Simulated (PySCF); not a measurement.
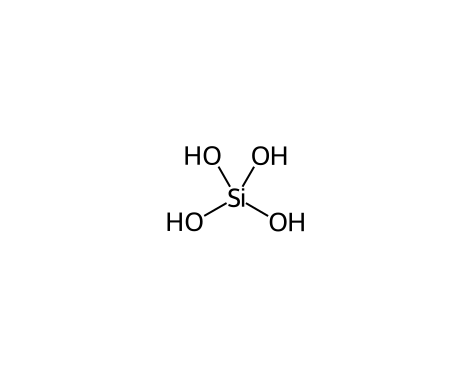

(Drawn from a calculation with PySCF.)

2D structure.

> Transcribe the drawing into SMILES.

O[Si](O)(O)O

> Give the formula, hydrogens included.

H4O4Si.
